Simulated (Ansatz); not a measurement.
# Calculations on GeH$_{5}$SO$_{2}$F

## 1. Relaxation

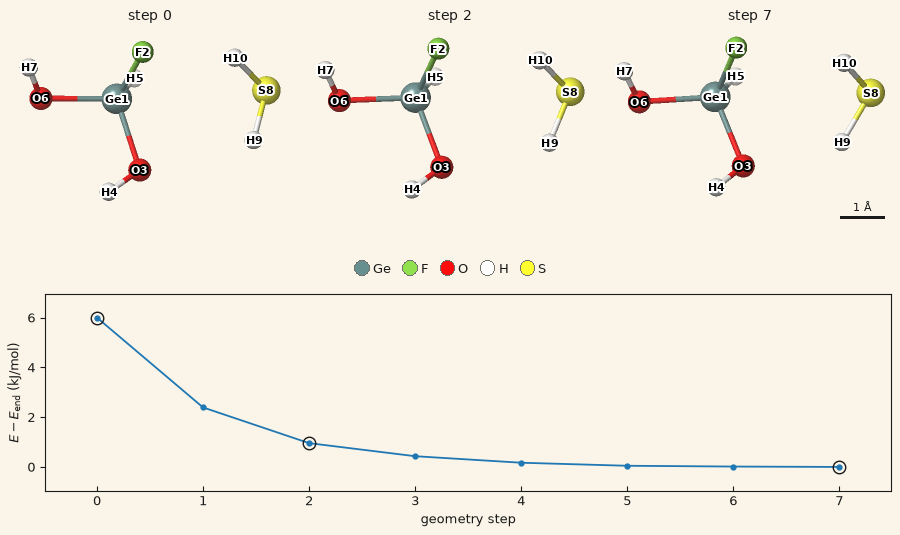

Frames of a relaxation of GeH₅SO₂F, marked on the history of the run. Style: ball-and-stick. Shown face on.

The run prepares an end point of a later path (reaction) calculation, from a guessed geometry.

Method: RKS PBE0/def2-SVP in Ansatz.

Input file:
```yaml
crystal:
  periodic: [false, false, false]
  atoms:
    - { symbol: Ge, position_ang: [-0.062706, -0.111161, -0.080864] }
    - { symbol: F, position_ang: [-0.205712, -0.131335, 1.627907] }
    - { symbol: O, position_ang: [1.62649, -0.246866, -0.547972] }
    - { symbol: H, position_ang: [1.826326, -1.152535, -0.817571] }
    - { symbol: H, position_ang: [-0.738328, 1.124606, -0.648865] }
    - { symbol: O, position_ang: [-0.821652, -1.625697, -0.578732] }
    - { symbol: H, position_ang: [-1.316342, -2.042603, 0.136915] }
    - { symbol: S, position_ang: [1.512063, 2.514626, 1.514548] }
    - { symbol: H, position_ang: [2.51716, 1.653951, 1.226065] }
    - { symbol: H, position_ang: [0.8784, 1.571813, 2.296368] }
basis:
  gaussian: { orbitals: def2-SVP }
hamiltonian:
  xc: pbe0
relax:
  f_tol: 0.03
  max_steps: 50
output:
  orbitals: {}
```

Launched with:
```bash
ansatz run input.yaml --threads 4 --pin off --max-ram 5120MiB --backend cpu --events-out ev --progress --plain --runs-dir out
```

**Describe the path.**

The energy falls by 6.00 kJ/mol in 7 geometry steps. The largest force component goes from 1.1 to 0.019 eV/Å. The atom that moves furthest after the best rigid fit is H9 (0.41 Å). Largest moves by element: H 0.41 Å, F 0.18 Å, O 0.14 Å, S 0.12 Å, Ge 0.06 Å. Some distances before and after: Ge1–S8 3.453 → 3.585 Å, S8–H10 1.379 → 1.350 Å, Ge1–F2 1.715 → 1.743 Å. The run took 20 s on 4 threads of Arm Neoverse V1 (shared host), peak memory 0.3 GiB. From step 0 to 2: H9 moves most (0.19 Å), energy −5.04 kJ/mol. From step 2 to 7: H9 moves most (0.23 Å), energy −0.96 kJ/mol.

## 2. Relaxation

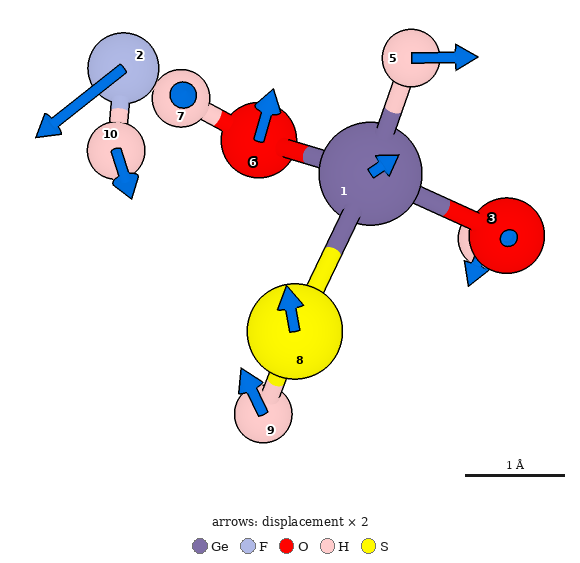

A relaxation of GeH5SO2F. The starting structure is drawn; blue arrows show the displacements, 2 times their true length. The two geometries are superimposed by the best rigid fit.

A ball-and-stick model, seen at a tilt.

The run prepares an end point of a later path (reaction) calculation, from a guessed geometry.

Theory: Ansatz 0.2.0, RKS PBE0/def2-SVP.

Input file:
```yaml
crystal:
  periodic: [false, false, false]
  atoms:
    - { symbol: Ge, position_ang: [0.455673, 0.329985, -0.289709] }
    - { symbol: F, position_ang: [-1.189092, 0.232232, 2.083117] }
    - { symbol: O, position_ang: [1.504102, 0.03536, -1.680276] }
    - { symbol: H, position_ang: [1.761086, -0.893705, -1.706359] }
    - { symbol: H, position_ang: [-0.844305, 1.003756, -0.726134] }
    - { symbol: O, position_ang: [0.321261, -1.289977, 0.403535] }
    - { symbol: H, position_ang: [-0.297581, -1.283811, 1.14637] }
    - { symbol: S, position_ang: [1.49349, 1.750371, 1.112385] }
    - { symbol: H, position_ang: [2.521749, 0.908213, 1.359255] }
    - { symbol: H, position_ang: [-0.510682, 0.762377, 2.425617] }
basis:
  gaussian: { orbitals: def2-SVP }
hamiltonian:
  xc: pbe0
relax:
  f_tol: 0.03
  max_steps: 50
```

Run as
```bash
ansatz run input.yaml --threads 4 --pin off --max-ram 5120MiB --backend cpu --events-out ev --progress --plain --runs-dir out
```

Question: Atoms of which element are displaced furthest, and by how much?

Answer: Fluorine: up to 0.59 Å, against 0.35 Å for hydrogen.

Question: Describe the change and its energy.

Answer: The atom that moves furthest after the best rigid fit is F2 (0.59 Å). Largest moves by element: F 0.59 Å, H 0.35 Å, O 0.30 Å, S 0.25 Å, Ge 0.18 Å. Among the contacts that change: F2–H10 0.927 → 0.945 Å, Ge1–S8 2.250 → 2.265 Å, Ge1–O3 1.766 → 1.759 Å, O6–H7 0.967 → 0.973 Å. Bond angles that change, for instance: O3–Ge1–O6 101.6° → 105.1°, O6–Ge1–S8 111.7° → 108.3°, O3–Ge1–S8 108.8° → 111.7°. Groups turn about Ge1–O6 by about 20°. After 11 accepted moves (12 points after the start) the energy has fallen by 12.4 kJ/mol. The largest force component goes from 0.4 to 0.018 eV/Å. The line search rejected the trial step at point 7 of the run. The run took 31 s on 4 threads of Arm Neoverse V1, on a shared host, peak memory 0.3 GiB.

## 3. Path

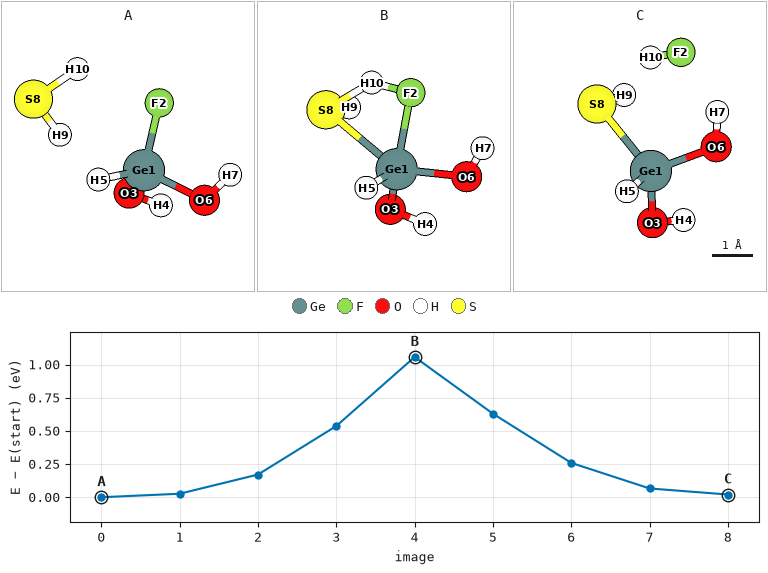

A search for the minimum-energy path of GeH5SO2F, made up at the start of GeH$_{3}$O$_{2}$F and H₂S by the nudged elastic band. Images are numbered from 0 (start) to 8 (end). Frames A to C are images 0, 4, 8. A ball-and-stick model, seen from a free direction.

Method: RKS PBE0/def2-SVP (Ansatz). Settings: 7 movable images; climbing image; force threshold 0.03 eV/Å; iteration limit 60; starting path through a guess of the saddle point.

Q: Read off the barrier and say what moves.

A: Forward barrier 1.06 eV, backward barrier 1.04 eV, with image 4 at the top; the reaction energy is +0.02 eV. Breaking: Ge1–F2 (1.74 → 2.04 at the top → 3.28 Å), S8–H10 (1.35 → 1.56 at the top → 2.18 Å). Forming: F2–H10 (2.51 → 1.22 at the top → 0.94 Å), Ge1–S8 (3.59 → 2.50 at the top → 2.26 Å). The band converged in 13 iterations, with a climbing image at the top. At the top, the vibrational analysis gives one imaginary mode (671i cm⁻¹), as a transition state must have.

Limits of the set-up: the start holds two separate molecules, 2.3 Å apart at their closest, whose relative position is a soft coordinate and is computed without a dispersion correction.
